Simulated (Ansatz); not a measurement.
**CO2: single-point calculation**

System: CO2.
Method: RKS PBE0-D4/def2-TZVPPD (Ansatz 0.2.0).

The geometry comes from this level: PBE0-D4/def2-TZVP.

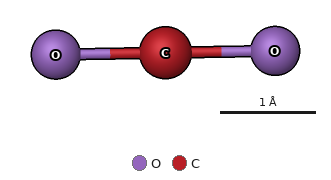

**Figure 1.** The input geometry (ball-and-stick view, seen at a tilt). Bond lengths as drawn: C–O 1.16 Å.

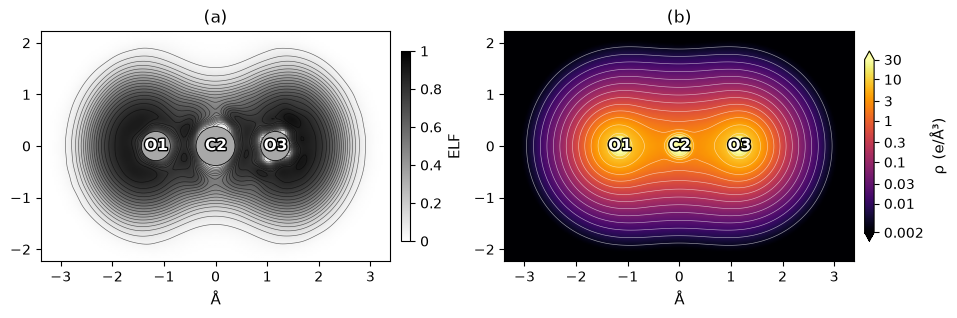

**Figure 2.** (a) ELF; (b) electron density on a plane that holds the molecular axis. Grey discs, where drawn, cover atomic cores. The section cuts through O and C sites.

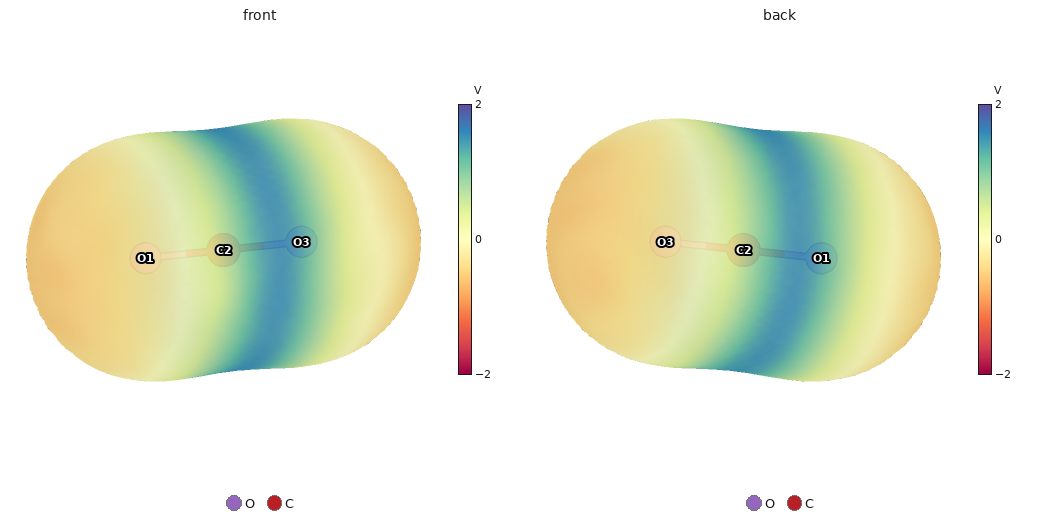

**Figure 3.** The molecular electrostatic potential painted on the density surface at 0.002 e/bohr³, seen at a tilt and from behind; red is negative and blue positive.

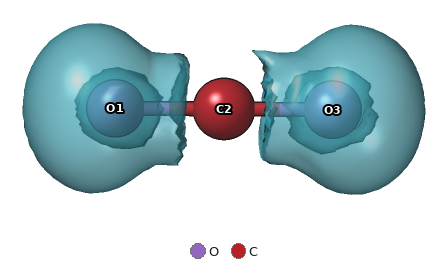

**Figure 4.** Isosurface of the ELF at 0.75 (cyan), seen from the side. Only the valence region is drawn (cores and ρ < 0.01 e/Å³ removed). Profiles from the grid: C–O (1.16 Å): the ELF peaks at about 0.80 between the atoms; a multiple bond by its length, whose ELF region spreads away from the axis.

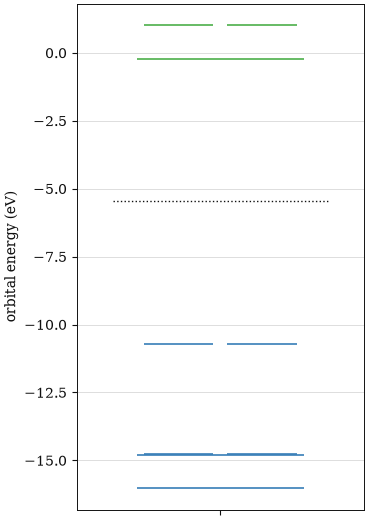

**Figure 5.** Orbital energies near the frontier; the dotted line parts filled from empty levels, and levels within 0.02 eV of each other stand side by side. Highest filled −10.73 eV, lowest empty −0.21 eV, 10.52 eV apart.

The input and output of the run follow.

The input:
```yaml
crystal:
  periodic: [false, false, false]
  atoms:
    - {symbol: O, position_ang: [-0.344549, -0.669946, -2.990390]}
    - {symbol: C, position_ang: [-0.025711, 0.280381, -2.414137]}
    - {symbol: O, position_ang: [0.293465, 1.231902, -1.837985]}
basis:
  gaussian: {orbitals: "def2-TZVPPD.json"}
hamiltonian: {xc: pbe0, dispersion: d4}
output: {orbitals: {seedname: orbitals}}
```

Run as:
```bash
ansatz run in.yaml --threads 4 --pin off --events-out ev --progress --plain --max-ram 9574MiB
```

Log:
```
Functional definition: PBE0
  name "PBE0"
  cite "Adamo & Barone, J. Chem. Phys. 110, 6158 (1999) doi:10.1063/1.478522"
  cite "Perdew, Burke & Ernzerhof, Phys. Rev. Lett. 77, 3865 (1996) doi:10.1103/PhysRevLett.77.3865"
  parent pbe
  parameter a = 0.25
  parameter kappa = 0.804
  parameter beta = 0.06672455060314922
  exchange = (1 - a)*pbe_x(kappa = kappa, mu = beta*pi^2/3) + a*exact_x
  correlation = pbe_c(beta = beta)
542 factors; their error is unknown
mean field evaluation 1: about -5125.0697 eV, gradient 4.8e1 eV
mean field evaluation 2: about -5120.8121 eV, gradient 7.1e1 eV
mean field evaluation 4: about -5128.4307 eV, gradient 7.7e-1 eV
mean field evaluation 8: about -5128.4329 eV, gradient 9.4e-3 eV
mean field -5128.45628746 eV, -188.4672923718 hartree, gradient 6.9e-5 eV, S^2 0.000000; 0 other end points of the search recorded, 0 dependent functions left out
reference -5128.45632180 eV, -188.4672936338 hartree; 11, 11 occupied and 106, 106 virtual orbitals, 542 factors
Total energy: -5128.47807328 eV, -188.4680929856 hartree
```

Key numbers:

```json
{"quantity": "outcome", "value": "converged"}
{"quantity": "total energy", "value": "−5128.4781 eV"}
{"quantity": "mean-field energy", "value": "−5128.4563 eV"}
{"quantity": "dispersion energy", "value": "−0.0218 eV"}
{"quantity": "SCF solution under orbital rotations", "value": "stable"}
{"quantity": "HOMO", "value": "−10.73 eV"}
{"quantity": "LUMO", "value": "−0.21 eV"}
{"quantity": "hardware", "value": "4 threads of Arm Neoverse V2, 23 GiB of memory available, shared host"}
{"quantity": "peak memory", "value": "0.5 GiB"}
```
